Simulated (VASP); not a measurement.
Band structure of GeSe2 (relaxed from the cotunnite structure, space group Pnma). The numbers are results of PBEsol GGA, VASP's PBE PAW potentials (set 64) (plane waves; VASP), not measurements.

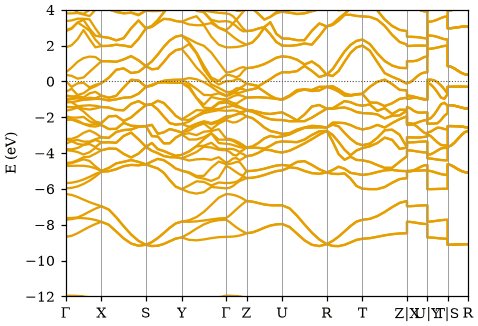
Bands along high-symmetry lines, zero at the valence-band maximum or, without a gap, the Fermi level

**Question.** Read the plot: is there a gap, and where are the band edges?

**Answer.** It has no gap at this level: it comes out as a metal or semimetal. (Edges off the drawn lines would not show.)

The structure was generated: GeSe2 was put into the cotunnite type (Pnma), which need not be its known phase. It was relaxed first, which changed the volume by +25 %.
